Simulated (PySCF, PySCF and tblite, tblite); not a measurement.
# C₆H₈N₂: telling isomers apart by computed NMR, part 2 of 3

PySCF and tblite. Atoms count from 0. The steps go on from the part before.

### 7 GFN2-xTB relaxation, isomer B, conformer 1

The job: settings as JSON, then the geometry in Å.

```
{"job": {"xc": "GFN2-xTB", "basis": "xTB", "kind": "relax"}, "charge": 0, "multiplicity": 1}
C      1.806800     0.272400     0.372000
C      0.470700     0.199100    -0.371900
C     -0.194800    -1.155500    -0.390900
N      0.198200    -2.325200    -0.680300
C     -1.543000    -0.636300     0.075200
C     -0.795300     0.683600     0.438600
C     -1.394100     1.902100    -0.064200
N     -1.866900     2.878600    -0.463100
H      1.744200    -0.187300     1.366300
H      2.099000     1.317700     0.504900
H      2.582100    -0.238700    -0.191900
H      0.549200     0.614000    -1.371800
H      1.183300    -2.323400    -0.935700
H     -2.267000    -0.562600    -0.747400
H     -1.973200    -1.172100     0.913600
H     -0.606800     0.742600     1.535400
```

Log:

```text
step      E/eV     max force
  0    -617.42778    1.551
  1    -617.43628    3.876
  2    -617.49043    1.528
  3    -617.49872    1.777
  4    -617.52097    0.249
  5    -617.52609    0.200
  6    -617.53091    0.251
  7    -617.53400    0.166
  8    -617.53834    0.165
  9    -617.54179    0.123
 10    -617.54379    0.126
 11    -617.54491    0.081
 12    -617.54589    0.105
 13    -617.54680    0.100
 14    -617.54751    0.064
 15    -617.54801    0.046
 16    -617.54842    0.066
 17    -617.54878    0.067
 18    -617.54904    0.043
 19    -617.54921    0.031
 20    -617.54921    0.031
 21    -617.54929    0.025
 22    -617.54949    0.079
 23    -617.54945    0.180
 24    -617.54960    0.028
 25    -617.54967    0.027
 26    -617.54985    0.122
 27    -617.54999    0.093
 28    -617.55011    0.031
 29    -617.55022    0.040
 30    -617.55033    0.076
 31    -617.55045    0.077
 32    -617.55058    0.044
 33    -617.55071    0.033
 34    -617.55083    0.051
 35    -617.55093    0.049
 36    -617.55102    0.029
 37    -617.55112    0.030
 38    -617.55122    0.049
 39    -617.55133    0.049
 40    -617.55142    0.027
 41    -617.55150    0.022
 42    -617.55158    0.038
 43    -617.55166    0.040
 44    -617.55173    0.023
 45    -617.55180    0.021
 46    -617.55188    0.031
 47    -617.55196    0.044
 48    -617.55208    0.042
 49    -617.55225    0.037
 50    -617.55249    0.048
 51    -617.55276    0.067
 52    -617.55300    0.052
 53    -617.55317    0.030
 54    -617.55329    0.025
 55    -617.55339    0.035
 56    -617.55349    0.036
 57    -617.55359    0.027
 58    -617.55369    0.028
 59    -617.55377    0.022
 60    -617.55382    0.019
 61    -617.55384    0.012
 62    -617.55385    0.010
 63    -617.55387    0.017
 64    -617.55390    0.020
 65    -617.55393    0.019
 66    -617.55397    0.018
 67    -617.55401    0.018
 68    -617.55407    0.031
 69    -617.55413    0.033
 70    -617.55420    0.024
 71    -617.55425    0.019
 72    -617.55429    0.015
 73    -617.55431    0.016
 74    -617.55433    0.012
 75    -617.55434    0.010
 76    -617.55436    0.017
 77    -617.55437    0.016
 78    -617.55439    0.011
 79    -617.55440    0.012
 80    -617.55442    0.016
 81    -617.55444    0.020
 82    -617.55445    0.012
 83    -617.55446    0.008
 84    -617.55447    0.011
 85    -617.55448    0.017
 86    -617.55449    0.018
 87    -617.55450    0.011
 88    -617.55450    0.006
 89    -617.55451    0.006
 90    -617.55452    0.035
 91    -617.55453    0.021
 92    -617.55455    0.014
 93    -617.55457    0.020
 94    -617.55459    0.023
 95    -617.55461    0.011
 96    -617.55462    0.007
 97    -617.55463    0.008
 98    -617.55464    0.008
 99    -617.55464    0.004
100    -617.55464    0.003
```

It took 0.55 s on 1 thread of Arm Neoverse V1, shared host.

The energy fell by 0.127 eV, and the atoms moved 0.13 Å (root mean square).

### 8 Shieldings, isomer B, conformer 1: KT3/pcSseg-1 in dimethylsulfoxide

The job: settings as JSON, then the geometry in Å.

```
{"job": {"xc": "KT3", "basis": "pcSseg-1", "solvent": "dimethylsulfoxide", "kind": "nmr", "pop": false}, "charge": 0, "multiplicity": 1}
C      1.796333     0.266995     0.439094
C      0.486407     0.216845    -0.328444
C     -0.187304    -1.143473    -0.443290
N      0.129854    -2.293261    -0.806096
C     -1.474503    -0.641112     0.144664
C     -0.780308     0.714632     0.426013
C     -1.414966     1.862504    -0.151281
N     -1.910808     2.768723    -0.642829
H      1.698726    -0.245543     1.394714
H      2.089931     1.298639     0.623486
H      2.586744    -0.217332    -0.131029
H      0.600870     0.697808    -1.304325
H      1.079803    -2.402875    -1.154290
H     -2.283613    -0.583347    -0.582536
H     -1.828983    -1.185290     1.017454
H     -0.595782     0.895032     1.487283
```

Log:

```text
coarse grid: 13600 points
cycle   1  E = -348.2559018471  dE =  9.819e-01  |g| = 6.437e-01  |ddm| = 3.786e+00
cycle   2  E = -347.9916021390  dE =  2.643e-01  |g| = 1.240e+00  |ddm| = 1.904e+00
cycle   3  E = -348.3288559452  dE = -3.373e-01  |g| = 3.349e-01  |ddm| = 1.321e+00
cycle   4  E = -348.3564729984  dE = -2.762e-02  |g| = 5.206e-02  |ddm| = 2.915e-01
cycle   5  E = -348.3568946491  dE = -4.217e-04  |g| = 3.098e-02  |ddm| = 6.674e-02
cycle   6  E = -348.3570842951  dE = -1.896e-04  |g| = 1.197e-02  |ddm| = 3.105e-02
cycle   7  E = -348.3571165369  dE = -3.224e-05  |g| = 2.122e-03  |ddm| = 1.102e-02
cycle   8  E = -348.3571176709  dE = -1.134e-06  |g| = 5.090e-04  |ddm| = 2.395e-03
final grid: 132208 points
cycle   9  E = -348.3350510687  dE = -2.804e-04  |g| = 6.070e-03  |ddm| = 7.690e-02
cycle  10  E = -348.3350401239  dE =  1.094e-05  |g| = 9.097e-03  |ddm| = 1.505e-02
cycle  11  E = -348.3350549641  dE = -1.484e-05  |g| = 4.100e-03  |ddm| = 1.016e-02
cycle  12  E = -348.3350587915  dE = -3.827e-06  |g| = 5.339e-04  |ddm| = 3.068e-03
cycle  13  E = -348.3350588547  dE = -6.324e-08  |g| = 1.938e-04  |ddm| = 6.978e-04
cycle  14  E = -348.3350588637  dE = -9.023e-09  |g| = 4.906e-05  |ddm| = 2.388e-04
cycle  15  E = -348.3350588640  dE = -3.135e-10  |g| = 3.234e-05  |ddm| = 6.203e-05
cycle  16  E = -348.3350588643  dE = -2.382e-10  |g| = 4.352e-06  |ddm| = 2.635e-05
converged SCF energy = -348.3350588643

GIAO shielding tensors (ppm)
atom      isotropic    diamagn.    paramagn.     s11        s22        s33       span
  0 C      166.233     245.857     -79.624    153.444    161.237    184.019     30.576
  1 C      126.273     251.350    -125.077    100.528    131.781    146.509     45.980
  2 C        9.304     255.466    -246.163    -85.792     -3.263    116.966    202.758
  3 N      -32.195     323.966    -356.161   -285.776    -37.075    226.264    512.040
  4 C      140.282     250.496    -110.214    114.959    144.546    161.342     46.382
  5 C      163.031     251.950     -88.919    145.676    164.001    179.414     33.739
  6 C       64.957     259.254    -194.296    -49.711    -46.213    290.796    340.507
  7 N       10.636     343.731    -333.096   -131.062   -124.768    287.737    418.799
  8 H       30.701      30.466       0.235     27.239     29.373     35.492      8.254
  9 H       30.309      29.235       1.073     26.252     28.523     36.150      9.897
 10 H       30.158      29.758       0.400     25.846     27.888     36.739     10.893
 11 H       28.149      32.357      -4.208     25.674     28.737     30.036      4.363
 12 H       21.407      34.118     -12.711     14.979     23.645     25.597     10.618
 13 H       28.290      29.198      -0.908     24.866     27.664     32.341      7.474
 14 H       28.267      29.114      -0.847     24.838     26.587     33.375      8.538
 15 H       29.010      29.922      -0.912     25.669     28.218     33.142      7.473
```

Wall time 20 s (1 thread of Arm Neoverse V1, shared host); peak memory 0.84 GiB.

Key values: HOMO -6.14 eV, LUMO -1.31 eV; dipole 4.41 D.

### 9 Single-point energy, isomer B, conformer 1: PBE0/def2-SVP in dimethylsulfoxide

The job, as its differences from that of step 8:

```diff
@@ -1,2 +1,2 @@
-{"job": {"xc": "KT3", "basis": "pcSseg-1", "solvent": "dimethylsulfoxide", "kind": "nmr", "pop": false}, "charge": 0, "multiplicity": 1}
+{"job": {"xc": "PBE0", "basis": "def2-SVP", "solvent": "dimethylsulfoxide", "kind": "sp"}, "charge": 0, "multiplicity": 1}
 C      1.796333     0.266995     0.439094
```

Log:

```text
coarse grid: 13600 points
cycle   1  E = -342.1508188228  dE =  1.140e+00  |g| = 5.235e-01  |ddm| = 4.604e+00
cycle   2  E = -342.0322107810  dE =  1.186e-01  |g| = 9.102e-01  |ddm| = 1.428e+00
cycle   3  E = -342.2119605024  dE = -1.797e-01  |g| = 1.305e-01  |ddm| = 8.818e-01
cycle   4  E = -342.2159068160  dE = -3.946e-03  |g| = 3.841e-02  |ddm| = 1.654e-01
cycle   5  E = -342.2161751687  dE = -2.684e-04  |g| = 1.810e-02  |ddm| = 4.448e-02
cycle   6  E = -342.2162450662  dE = -6.990e-05  |g| = 3.962e-03  |ddm| = 1.995e-02
cycle   7  E = -342.2162487000  dE = -3.634e-06  |g| = 8.717e-04  |ddm| = 5.037e-03
final grid: 132208 points
cycle   8  E = -342.2609836172  dE = -3.251e-05  |g| = 7.012e-03  |ddm| = 4.231e-02
cycle   9  E = -342.2609825077  dE =  1.110e-06  |g| = 7.385e-03  |ddm| = 1.833e-02
cycle  10  E = -342.2609966111  dE = -1.410e-05  |g| = 9.149e-04  |ddm| = 9.769e-03
cycle  11  E = -342.2609967849  dE = -1.738e-07  |g| = 2.868e-04  |ddm| = 1.192e-03
cycle  12  E = -342.2609968018  dE = -1.695e-08  |g| = 9.628e-05  |ddm| = 3.422e-04
cycle  13  E = -342.2609968036  dE = -1.769e-09  |g| = 4.312e-05  |ddm| = 1.103e-04
cycle  14  E = -342.2609968040  dE = -3.812e-10  |g| = 9.642e-06  |ddm| = 4.225e-05
converged SCF energy = -342.2609968040
```

Wall time 9.7 s (1 thread of Arm Neoverse V1, shared host); peak memory 0.64 GiB.

Key values: HOMO -7.27 eV, LUMO -0.12 eV; dipole 4.35 D.

### 10 Couplings, isomer B, conformer 1: B3LYP/6-31G*+pcJ-1

The job, as its differences from that of step 9:

```diff
@@ -1,2 +1,2 @@
-{"job": {"xc": "PBE0", "basis": "def2-SVP", "solvent": "dimethylsulfoxide", "kind": "sp"}, "charge": 0, "multiplicity": 1}
+{"job": {"xc": "B3LYP", "basis": {"default": "6-31G*", "H": "pcJ-1"}, "nuclei": ["H", "F", "P", "Si", "B"], "kind": "j"}, "charge": 0, "multiplicity": 1}
 C      1.796333     0.266995     0.439094
```

Log:

```text
coarse grid: 13600 points
cycle   1  E = -342.8728948017  dE =  1.185e+00  |g| = 6.168e-01  |ddm| = 3.878e+00
cycle   2  E = -342.6318095572  dE =  2.411e-01  |g| = 1.211e+00  |ddm| = 1.863e+00
cycle   3  E = -342.9557018578  dE = -3.239e-01  |g| = 2.234e-01  |ddm| = 1.278e+00
cycle   4  E = -342.9675069285  dE = -1.181e-02  |g| = 5.368e-02  |ddm| = 2.368e-01
cycle   5  E = -342.9679782042  dE = -4.713e-04  |g| = 3.007e-02  |ddm| = 7.243e-02
cycle   6  E = -342.9681742447  dE = -1.960e-04  |g| = 7.133e-03  |ddm| = 2.976e-02
cycle   7  E = -342.9681862004  dE = -1.196e-05  |g| = 1.212e-03  |ddm| = 7.738e-03
cycle   8  E = -342.9681865377  dE = -3.373e-07  |g| = 3.027e-04  |ddm| = 1.400e-03
final grid: 132208 points
cycle   9  E = -342.9064185491  dE = -3.774e-05  |g| = 6.178e-03  |ddm| = 2.827e-02
cycle  10  E = -342.9064147135  dE =  3.836e-06  |g| = 7.326e-03  |ddm| = 1.346e-02
cycle  11  E = -342.9064278105  dE = -1.310e-05  |g| = 2.028e-03  |ddm| = 8.062e-03
cycle  12  E = -342.9064286973  dE = -8.868e-07  |g| = 3.692e-04  |ddm| = 1.969e-03
cycle  13  E = -342.9064287256  dE = -2.829e-08  |g| = 9.570e-05  |ddm| = 3.801e-04
cycle  14  E = -342.9064287277  dE = -2.099e-09  |g| = 3.696e-05  |ddm| = 1.155e-04
cycle  15  E = -342.9064287280  dE = -2.657e-10  |g| = 1.294e-05  |ddm| = 4.022e-05
converged SCF energy = -342.9064287280

Indirect spin-spin couplings (Hz)
  i      j    bonds     total        FC       PSO       DSO        SD
  8 H    9 H    2    -13.349   -12.864     2.044    -2.530         -
  8 H   10 H    2    -14.087   -13.626     2.016    -2.477         -
  8 H   11 H    3     13.878    14.724     1.828    -2.674         -
  8 H   12 H    5      0.261     0.244    -0.036     0.053         -
  8 H   15 H    4      0.159    -0.368    -1.028     1.554         -
  9 H   10 H    2    -15.001   -14.530     2.120    -2.590         -
  9 H   11 H    3      4.528     4.559     0.272    -0.303         -
  9 H   13 H    5     -0.655    -0.260     1.014    -1.409         -
  9 H   15 H    4     -0.177    -0.394    -0.401     0.618         -
 10 H   11 H    3      4.425     4.398     0.211    -0.184         -
 10 H   12 H    5      0.453     0.011    -1.191     1.633         -
 10 H   13 H    5     -0.274     0.136     0.982    -1.392         -
 10 H   14 H    5     -0.385    -0.027     0.824    -1.182         -
 10 H   15 H    4     -0.357     0.036     1.037    -1.430         -
 11 H   12 H    4     -2.519    -2.457     0.057    -0.119         -
 11 H   13 H    4      0.997     1.144     0.357    -0.505         -
 11 H   14 H    4     -4.654    -3.950     1.525    -2.229         -
 11 H   15 H    3      6.389     7.015     1.595    -2.221         -
 12 H   13 H    4     -4.262    -3.522     1.241    -1.981         -
 12 H   14 H    4     -3.807    -3.044     1.264    -2.026         -
 12 H   15 H    5     -0.370     0.076     0.925    -1.371         -
 13 H   14 H    2    -20.494   -20.203     1.893    -2.184         -
 13 H   15 H    3      7.433     8.074     1.608    -2.248         -
 14 H   15 H    3     11.459    11.224    -0.090     0.324         -
```

Run time: 27 s. Hardware: 1 thread of Arm Neoverse V1, shared host; peak memory 0.92 GiB.

In short: HOMO -7.08 eV, LUMO -0.54 eV; dipole 3.42 D.

### 11 Averages, isomer B: properties at KT3/pcSseg-1 in dimethylsulfoxide

The job: settings as JSON, then the geometry in Å.

```
{"job": {"study": "conf", "smiles": "[H]/N=C1/C[C@H](C#N)[C@H]1C", "search": {"seed": 3812, "n_embed": 45, "ff_keep": 10, "window": 2.5, "nmax": 5, "temps": [250, 298.15, 350], "t_ref": 298.15, "order": 0.002}, "level": {"nmr": {"xc": "KT3", "basis": "pcSseg-1", "solvent": "dimethylsulfoxide"}, "sp": {"xc": "PBE0", "basis": "def2-SVP", "solvent": "dimethylsulfoxide"}, "j": {"xc": "B3LYP", "basis": {"default": "6-31G*", "H": "pcJ-1"}, "nuclei": ["H", "F", "P", "Si", "B"]}}, "kind": "conf"}, "charge": 0, "multiplicity": 1}
C      1.796333     0.266995     0.439094
C      0.486407     0.216845    -0.328444
C     -0.187304    -1.143473    -0.443290
N      0.129854    -2.293261    -0.806096
C     -1.474503    -0.641112     0.144664
C     -0.780308     0.714632     0.426013
C     -1.414966     1.862504    -0.151281
N     -1.910808     2.768723    -0.642829
H      1.698726    -0.245543     1.394714
H      2.089931     1.298639     0.623486
H      2.586744    -0.217332    -0.131029
H      0.600870     0.697808    -1.304325
H      1.079803    -2.402875    -1.154290
H     -2.283613    -0.583347    -0.582536
H     -1.828983    -1.185290     1.017454
H     -0.595782     0.895032     1.487283
```

Log:

```text
conformer  sym    E(xTB)   E(DFT)   G(298.15 K)  weight  dipole/D
    1     C1      0.000    0.000    0.000   1.0000    4.353

mean shielding (ppm) by class
class atoms           250 K   298.15 K      350 K
  0 C  0            166.233    166.233    166.233
  1 C  1            126.273    126.273    126.273
  2 C  2              9.304      9.304      9.304
  3 N  3            -32.195    -32.195    -32.195
  4 C  4            140.282    140.282    140.282
  5 C  5             163.03     163.03     163.03
  6 C  6             64.957     64.957     64.957
  7 N  7             10.636     10.636     10.636
  8 H  8,9,10        30.389     30.389     30.389
  9 H  11            28.149     28.149     28.149
 10 H  12            21.407     21.407     21.407
 11 H  13            28.291     28.291     28.291
 12 H  14            28.267     28.267     28.267
 13 H  15             29.01      29.01      29.01
```

It took 58 s on 1 thread of Arm Neoverse V1, shared host. This counts the runs that the step sums up.

The search (ETKDG and KDG, MMFF94s, GFN2-xTB) embedded 45 structures, kept 1 distinct ones after the force field and 1 after xTB; 1 was carried on (window 2.5 kcal/mol at the search's own energies). Energies: PBE0/def2-SVP in dimethylsulfoxide with D3(BJ).

Conformer by conformer (298 K):

| no. | group | mirror pair | ΔE xTB | ΔE DFT | ΔG | weight (%) | μ (D) | A, B, C (GHz) |
| --- | --- | --- | --- | --- | --- | --- | --- | --- |
| 1 | C1 | no | 0.00 | 0.00 | 0.00 | 100.0 | 4.35 | 3.61, 1.52, 1.20 |

Energies in kcal/mol. ΔG holds xTB vibrations and rotation, symmetry numbers and mirror pairs.

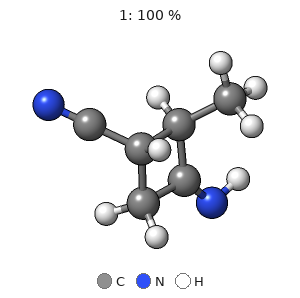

The one conformer.

Shifts against references run at the same level (¹³C TMS 185.5, ¹H TMS 31.74 ppm of shielding), by class of atoms, at 298 K:

| atoms | environment | average |
| --- | --- | --- |
| C2 | carbon bonded to 2 C, N | 176.2 |
| C6 | carbon bonded to C, N | 120.6 |
| C1 | carbon bonded to 3 C, H | 59.3 |
| C4 | carbon bonded to 2 C, 2 H | 45.3 |
| C5 | carbon bonded to 3 C, H | 22.5 |
| C0 | carbon bonded to C, 3 H | 19.3 |
| H12 | hydrogen on a nitrogen bonded to C | 10.33 |
| H11 | hydrogen on a carbon bonded to 3 C | 3.59 |
| H14 | hydrogen on a carbon bonded to 2 C | 3.47 |
| H13 | hydrogen on a carbon bonded to 2 C | 3.45 |
| H15 | hydrogen on a carbon bonded to 3 C | 2.73 |
| H8, H9, H10 | hydrogen on a carbon bonded to C | 1.35 |
| N3 | nitrogen bonded to C, H | -32.2 (σ) |
| N7 | nitrogen bonded to C | 10.6 (σ) |

Couplings (Hz, B3LYP/6-31G*+pcJ-1; one pair named for each class), from conformers that hold 100 % of the weight:

| pair | bonds | average |
| --- | --- | --- |
| H13–H14 | 2 | -20.5 |
| H8–H9 | 2 | -14.2 |
| H14–H15 | 3 | 11.5 |
| H8–H11 | 3 | 7.6 |
| H13–H15 | 3 | 7.4 |
| H11–H15 | 3 | 6.4 |
| H11–H14 | 4 | -4.7 |
| H12–H13 | 4 | -4.3 |
| H12–H14 | 4 | -3.8 |
| H11–H12 | 4 | -2.5 |
| H11–H13 | 4 | 1.0 |

Effective distances for nuclear Overhauser effects, ⟨r⁻⁶⟩^(−1/6) over all pairs of two classes (Å): H13···H14 1.77; H14···H15 2.46; H8···H11 2.61; H8···H15 2.84; H11···H15 3.04; H13···H15 3.05; H11···H12 3.14; H8···H12 3.22.

(Continued in part 3 of 3.)
